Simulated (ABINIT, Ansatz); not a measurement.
# A GW run on MgB2C2 (Pnnm) in ABINIT, with inputs changed

What do changed inputs do to GW on MgB2C2 (Pnnm)?

Program: ABINIT 10.8.3. Level of theory: PBEsol and many-body steps on it, plane waves. Results are calculated unless marked as measured.

## 1. Starting point

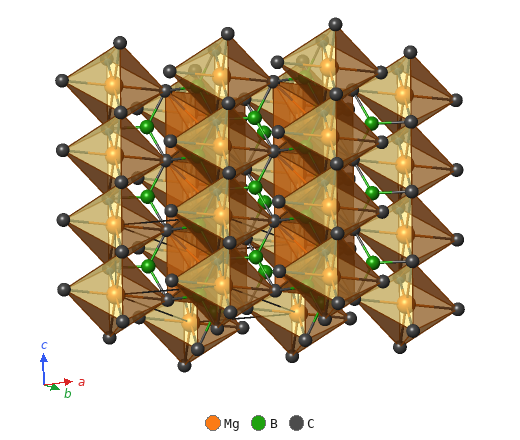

Start, viewed slightly off an axis; magnesium orange, boron green, carbon dark grey. 2×1×3 cells are drawn. Some periodic images of atoms are drawn too.

The cell and positions are those that the Materials Project relaxed with its own functionals (PBE, PBE+U or r2SCAN), kept fixed.

## 2. Screening, 4×2×4 mesh, 108 bands, screening to 141.5 eV

This step: ABINIT 10.8.3; RPA screening on PBEsol, plane waves, norm-conserving pseudopotentials.

The RPA dielectric matrix is built and inverted for each q.

File run.abi:

```
acell 3*1.0 Angstrom
rprim 
  4.614773700000 0.000000000000 0.000000000000
  0.000000000000 7.178871410000 0.000000000000
  0.000000000000 0.000000000000 2.765296290000
ntypat 3
znucl 12 5 6
natom 10
typat 1 1 2 2 2 2 3 3 3 3
xred 
  0.500000000000 0.500000000000 0.500000000000
  0.000000000000 0.000000000000 0.000000000000
  0.883450940000 0.729625690000 0.500000000000
  0.116549060000 0.270374310000 0.500000000000
  0.616549060000 0.229625690000 0.000000000000
  0.383450940000 0.770374310000 0.000000000000
  0.785476000000 0.220340420000 0.500000000000
  0.214524000000 0.779659580000 0.500000000000
  0.714524000000 0.720340420000 0.000000000000
  0.285476000000 0.279659580000 0.000000000000
pp_dirpath "pseudos"
pseudos "Mg.upf, B.upf, C.upf"
ecut 38
ngkpt 4 2 4
nshiftk 1
shiftk 0 0 0
kptopt 1
chksymbreak 0
istwfk *1
occopt 1
irdwfk 1
optdriver 3
nband 108
ecuteps 5.2
inclvkb 2
awtr 1
symchi 1
indata_prefix "in"
outdata_prefix "out"
tmpdata_prefix "tmp"
```

Command:

```console
$ OMP_NUM_THREADS=1 mpirun -n 8 abinit run.abi > log
```

The log of the run:

```text
.Version 10.8.3 of ABINIT. v10.8.2 released Aug 2026.

 Symmetries : space group Pn n m (# 58); Bravais oP (primitive ortho.)
[... echo of the input left out ...]
== DATASET  1 ==================================================================
-   mpi_nproc: 8, omp_nthreads: 1 (-1 if OMP is not activated)

--- !DatasetInfo
iteration_state: {dtset: 1, }
dimensions: {natom: 10, nkpt: 18, mband: 108, nsppol: 1, nspinor: 1, nspden: 1, mpw: 6956, }
cutoff_energies: {ecut:  38.0, pawecutdg:  -1.0, }
electrons: {nelect:   4.80000000E+01, charge:   0.00000000E+00, occopt:   1.00000000E+00, tsmear:   1.00000000E-02, }

 SCREENING: Calculation of the susceptibility and dielectric matrices

 Based on a program developped by R.W. Godby, V. Olevano, G. Onida, and L. Reining.
 Incorporated in ABINIT by V. Olevano, G.-M. Rignanese, and M. Torrent.
.Using double precision arithmetic ; gwpc =  8

[... cell and pseudopotentials left out ...]
--------------------------------------------------------------------------------

 ==== K-mesh for the wavefunctions ====
 Number of points in the irreducible wedge :    18
[... list of points left out ...]
 Together with  8 symmetry operations and time-reversal symmetry
 yields    32 points in the full Brillouin Zone.

 ==== Q-mesh for the screening function ====
 Number of points in the irreducible wedge :    18
[... list of points left out ...]
 Together with  8 symmetry operations and time-reversal symmetry
 yields    32 points in the full Brillouin Zone.

 setmesh: FFT mesh size selected  =    36x   54x   20
          total number of points  =        38880

 vcoul_init : cutoff-mode = AUXILIARY_FUNCTION
 q-points for optical limit:   1
     1)      0.000010    0.000020    0.000030

- screening: taking advantage of time-reversal symmetry
- Maximum band index for partially occupied states nbvw = 24
- Remaining bands to be divided among processors   nbcw = 84
- Number of bands treated by each node ~10

 Number of electrons calculated from density =   48.0000; Expected =   48.0000
 average of density, n =  0.077642
 r_s =    1.4541
 omega_plasma =   26.8784 [eV]

 calculating chi0 at frequencies [eV] :
  1    0.000000E+00    0.000000E+00
  2    0.000000E+00    2.687842E+01

--------------------------------------------------------------------------------
  q-point number  1        q = ( 0.000000, 0.000000, 0.000000) [r.l.u.]
--------------------------------------------------------------------------------
[... chi0 elements left out ...]
 For q-point:  0.000010 0.000020 0.000030
  dielectric constant =   8.4023
  dielectric constant without local fields =   8.9650

  Average fulfillment of the sum rule on Im[epsilon] for q-point    1 :     52.89  [%]
[... wings left out ...]
  q-point number  2        q = ( 0.250000, 0.000000, 0.000000) [r.l.u.]
--------------------------------------------------------------------------------
[... chi0 elements left out ...]
  Average fulfillment of the sum rule on Im[epsilon] for q-point    2 :     62.65  [%]

 [... 16 further q-points ...]
```

Run time: 95 s. Hardware: 8 MPI ranks of Arm Neoverse V2, shared host; peak memory 4.3 GiB; 13 min of CPU time.

This step gave:

* ε∞ with local fields, on this mesh, along the program's q direction: 8.402
* the same without local fields: 8.965
* plasma frequency: 26.88 eV
* plane waves in the screening matrix: 353

Local fields lower ε∞ by 6 %. On a Γ-centred mesh this coarse the value itself is usually too large, while a short band sum pulls it down.

## 3. Base

The self-energy is evaluated for the states that the input lists, and the levels follow from it, in one-shot runs by the linearised quasiparticle equation.

This step: G0W0 on PBEsol, plane waves, norm-conserving pseudopotentials.

Edit run.abi of step 2 so:

```diff
@@ -31,8 +31,17 @@
 irdwfk 1
-optdriver 3
+optdriver 4
 nband 108
+gwcalctyp 0
+ecutsigx 38
+symsigma 1
+nkptgw 2
+kptgw 
+  0.0000000000 0.0000000000 0.0000000000
+  0.0000000000 0.0000000000 0.2500000000
+bdgw 
+  23 26
+  23 26
 ecuteps 5.2
-inclvkb 2
-awtr 1
-symchi 1
+irdscr 1
+ppmodel 1
 indata_prefix "in"
```

The log of the run:

```text
.Version 10.8.3 of ABINIT. v10.8.2 released Aug 2026.

 Symmetries : space group Pn n m (# 58); Bravais oP (primitive ortho.)
[... echo of the input left out ...]
== DATASET  1 ==================================================================
-   mpi_nproc: 8, omp_nthreads: 1 (-1 if OMP is not activated)

--- !DatasetInfo
iteration_state: {dtset: 1, }
dimensions: {natom: 10, nkpt: 18, mband: 108, nsppol: 1, nspinor: 1, nspden: 1, mpw: 6956, }
cutoff_energies: {ecut:  38.0, pawecutdg:  -1.0, }
electrons: {nelect:   4.80000000E+01, charge:   0.00000000E+00, occopt:   1.00000000E+00, tsmear:   1.00000000E-02, }

 SIGMA: Calculation of the GW corrections

 Based on a program developped by R.W. Godby, V. Olevano, G. Onida, and L. Reining.
 Incorporated in ABINIT by V. Olevano, G.-M. Rignanese, and M. Torrent.
.Using double precision arithmetic ; gwpc =  8

[... cell and pseudopotentials left out ...]
--------------------------------------------------------------------------------

 ==== K-mesh for the wavefunctions ====
 Number of points in the irreducible wedge :    18
[... list of points left out ...]
 Together with  8 symmetry operations and time-reversal symmetry
 yields    32 points in the full Brillouin Zone.

 ==== Q-mesh for screening function ====
 Number of points in the irreducible wedge :    18
[... list of points left out ...]
 Together with  8 symmetry operations and time-reversal symmetry
 yields    32 points in the full Brillouin Zone.

 vcoul_init : cutoff-mode = AUXILIARY_FUNCTION
 q-points for optical limit:   1
     1)      0.000010    0.000020    0.000030
 setmesh: FFT mesh size selected  =    54x   80x   30
          total number of points  =       129600

 Number of electrons calculated from density =   48.0000; Expected =   48.0000
 average of density, n =  0.077642
 r_s =    1.4541
 omega_plasma =   26.8784 [eV]

 === KS Band Gaps ===
  >>>> For spin  1
   Minimum direct gap =   1.7446 [eV], located at k-point      :   0.0000  0.0000  0.0000
   Fundamental gap    =   1.2341 [eV], Top of valence bands at :   0.0000  0.0000  0.0000
                                       Bottom of conduction at :   0.0000  0.0000  0.2500
 SIGMA fundamental parameters:
 PLASMON POLE MODEL  1
 number of plane-waves for SigmaX                 6911
 number of plane-waves for SigmaC and W            353
 number of plane-waves for wavefunctions          6911
 number of bands                                   108
 number of independent spin polarizations            1
 number of spinorial components                      1
 number of k-points in IBZ                          18
 number of q-points in IBZ                          18
 number of symmetry operations                       8
 number of k-points in BZ                           32
 number of q-points in BZ                           32
 number of frequencies for dSigma/dE                 9
 frequency step for dSigma/dE [eV]                0.25
 number of omega for Sigma on real axis              0
 max omega for Sigma on real axis  [eV]           0.00
 zcut for avoiding poles [eV]                     0.10

 EPSILON^-1 parameters (SCR file):
 dimension of the eps^-1 matrix on file            353
 dimension of the eps^-1 matrix used               353
 number of plane-waves for wavefunctions          6911
 number of bands                                   108
 number of q-points in IBZ                          18
 number of frequencies                               2
 number of real frequencies                          1
 number of imag frequencies                          1

 matrix elements of self-energy operator (all in [eV])

 Perturbative Calculation

--- !SelfEnergy_ee
iteration_state: {dtset: 1, }
kpoint     : [   0.000,    0.000,    0.000, ]
spin       : 1
KS_gap     :    1.745
QP_gap     :    2.342
Delta_QP_KS:    0.597
data: !SigmaeeData |
     Band     E0 <VxcDFT>   SigX SigC(E0)      Z dSigC/dE  Sig(E)    E-E0       E
       23   5.751 -15.502 -18.586   3.108   0.793  -0.261 -15.483   0.019   5.771
       24   5.991 -15.191 -17.607   2.573   0.795  -0.258 -15.066   0.125   6.116
       25   7.736 -12.767  -9.394  -2.472   0.801  -0.248 -12.045   0.722   8.458
       26   8.420 -10.419  -6.064  -3.672   0.817  -0.224  -9.861   0.558   8.978

--- !SelfEnergy_ee
iteration_state: {dtset: 1, }
kpoint     : [   0.000,    0.000,    0.250, ]
spin       : 1
KS_gap     :    2.156
QP_gap     :    2.738
Delta_QP_KS:    0.583
data: !SigmaeeData |
     Band     E0 <VxcDFT>   SigX SigC(E0)      Z dSigC/dE  Sig(E)    E-E0       E
       23   4.624 -13.522 -15.506   2.069   0.793  -0.261 -13.455   0.068   4.691
       24   5.070 -13.314 -14.947   1.748   0.793  -0.261 -13.222   0.091   5.161
       25   7.225 -11.062  -6.982  -3.243   0.807  -0.240 -10.387   0.674   7.899
       26   9.075 -12.182  -7.240  -3.855   0.795  -0.258 -11.317   0.864   9.940

== END DATASET(S) ==============================================================
================================================================================

 -outvars: echo values of variables after computation  --------
           etotal      0.0000000000E+00
            nband         108
             nkpt          18
          spgroup          58
 [... the other variables as echoed above ...]

 Calculation completed.
```

It took 18 s on 8 MPI ranks; peak memory 3.1 GiB; 2.3 min of CPU time.

Numbers from this step:

- G0W0 gap on the points computed: 1.783 eV
- starting gap on the mesh: 1.234 eV
- k of the valence top: 0, 0, 0
- k of the conduction bottom: 0, 0, 0.25
- Z at the valence top: 0.795
- Z at the conduction bottom: 0.807
- least direct G0W0 gap on the computed points: 2.342 eV

The gap on the mesh goes from 1.23 eV to 1.78 eV, a correction of +0.55 eV.

## 4. Another k mesh than the file's

Edit run.abi of step 3 so:

```diff
@@ -23,3 +23,3 @@
 ecut 38
-ngkpt 4 2 4
+ngkpt 5 3 5
 nshiftk 1
```

The log of the run:

```text
.Version 10.8.3 of ABINIT. v10.8.2 released Aug 2026.

 Symmetries : space group Pn n m (# 58); Bravais oP (primitive ortho.)
================================================================================
 Values of the parameters that define the memory need of the present run
     intxc =       0    ionmov =       0      iscf =       7    lmnmax =       4
     lnmax =       4     mgfft =      80  mpssoang =       2    mqgrid =    3765
     natom =      10  nloc_mem =       1    nspden =       1   nspinor =       1
    nsppol =       1      nsym =       8    n1xccc =    2501    ntypat =       3
    occopt =       1   xclevel =       2
-    mband =         108        mffmem =           1         mkmem =           3
       mpw =        6942          nfft =      120000          nkpt =          18
================================================================================
  Rough estimation (10% accuracy) of disk space for files :
================================================================================

--------------------------------------------------------------------------------
------------- Echo of variables that govern the present computation ------------
--------------------------------------------------------------------------------
 -outvars: echo values of preprocessed input variables --------
            acell      1.8897261259E+00  1.8897261259E+00  1.8897261259E+00 Bohr

             bdgw          23      26      23      26
      chksymbreak           0
             ecut      3.80000000E+01 Hartree
          ecuteps      5.20000000E+00 Hartree
         ecutsigx      3.80000000E+01 Hartree
          ecutwfn      3.80000000E+01 Hartree
-          fftalg         312
           irdscr           1
           irdwfk           1

[...]
Real(R)+Recip(G) space primitive vectors, cartesian coordinates (Bohr,Bohr^-1):
 R(1)=  8.7206584  0.0000000  0.0000000  G(1)=  0.1146702  0.0000000  0.0000000
 R(2)=  0.0000000 13.5661009  0.0000000  G(2)=  0.0000000  0.0737131  0.0000000
 R(3)=  0.0000000  0.0000000  5.2256526  G(3)=  0.0000000  0.0000000  0.1913637
 Unit cell volume ucvol=  6.1822257E+02 bohr^3
 Angles (23,13,12)=  9.00000000E+01  9.00000000E+01  9.00000000E+01 degrees

--- Pseudopotential description ------------------------------------------------
- Mg Generated using ONCVPSP code by D. R. Hamann
- 12.00000  10.00000  180301                  znucl, zion, pspdat
12 -116133 1 -1 1510                          pspcod,pspxc,lmax,lloc,mmax
     nproj     2     2
  pspatm : epsatm=    9.18226799
         --- l  ekb(1:nproj) -->
[...]
pspatm: atomic psp has been read  and splines computed

- B Generated using ONCVPSP code by D. R. Hamann
-  5.00000   3.00000  180301                  znucl, zion, pspdat
12 -116133 1 -1 1534                          pspcod,pspxc,lmax,lloc,mmax
     nproj     2     2
  pspatm : epsatm=    3.20154509
         --- l  ekb(1:nproj) -->
[...]
pspatm: atomic psp has been read  and splines computed

- C Generated using ONCVPSP code by D. R. Hamann
-  6.00000   4.00000  180301                  znucl, zion, pspdat
12 -116133 1 -1 1248                          pspcod,pspxc,lmax,lloc,mmax
     nproj     2     2
  pspatm : epsatm=    4.34909242
         --- l  ekb(1:nproj) -->
             0    6.468939    0.390031
             1   -4.179695   -0.878453
 pspatm: atomic psp has been read  and splines computed

   2.33122013E+03                                ecore*ucvol(ha*bohr**3)
--------------------------------------------------------------------------------

--- !ERROR
message: |
    hdr%kptrlatt_orig: [4, 0, 0, 0, 2, 0, 0, 0, 4]
    dtset%kptrlatt_orig: [5, 0, 0, 0, 3, 0, 0, 0, 5]

--- !ERROR
message: |
    hdr%kptrlatt_orig: [4, 0, 0, 0, 2, 0, 0, 0, 4]
    dtset%kptrlatt_orig: [5, 0, 0, 0, 3, 0, 0, 0, 5]

--- from the log ---
hdr%kptrlatt_orig: [4, 0, 0, 0, 2, 0, 0, 0, 4]
    dtset%kptrlatt_orig: [5, 0, 0, 0, 3, 0, 0, 0, 5]
```

Run time: 2.3 s. Hardware: 8 MPI ranks; peak memory 0.06 GiB.

The run stopped with an error after 2.3 s.

The program's words: hdr%kptrlatt_orig: [4, 0, 0, 0, 2, 0, 0, 0, 4] dtset%kptrlatt_orig: [5, 0, 0, 0, 3, 0, 0, 0, 5]

The fault put into this input: another k mesh than the file's.

## 5. The runs together

Times are wall times on 8 MPI ranks of Arm Neoverse V2, shared host, good to a factor of about two. A run's time includes the screening step that it read.

| run | mesh | bands | screening cutoff (eV) | DFT gap (eV) | gap on the mesh (eV) | direct (eV) | ε∞ used | time |
| --- | --- | --- | --- | --- | --- | --- | --- | --- |
| base | 4×2×4 | 108 | 141.5 | 1.234 | 1.783 | 2.342 | 8.40 | 1.9 min |

## 6. What came out

```json
{
 "base": "1.783 eV",
 "known limits": "not at the basis limit; coarse k mesh"
}
```

**Reading.** Bands and cutoff are finite, so the gap is not at the basis limit. The miss can reach some tenths of an eV and take either sign; the mesh is an error of its own. In the G0W0 run levels were corrected at 2 k points alone, so a gap called «on the mesh» is the least over those, and an edge elsewhere would be missed. The 4×2×4 mesh is coarse for this cell, which bears on the long-range parts of exchange and screening.

[Paths, hosts, dates, memory and timing lines, banners, echoed tables and standing remarks are left out of the program output.]

[Logs are printed without paths, hosts, clocks, repeated set-up lines and the standing remarks that a program may print on its own settings, such as how far it seeks lower states.]

[Runs of the session that timed out or met a known fault of the program may be left out.]

[Hosts, paths, dates, database ids (printed as entryN), source tags and the programs' standing remarks are cut or masked in the printed files.]

[G0W0 gaps are taken among the corrected bands and points alone; a level outside them can change the order at an edge.]

[Where Ansatz stands beside ABINIT at settings called matched, ABINIT's density can come from a denser mesh and the files from another edition; pairs whose starting gaps differed by over 0.03 eV were left out, so agreement reads better than it is.]
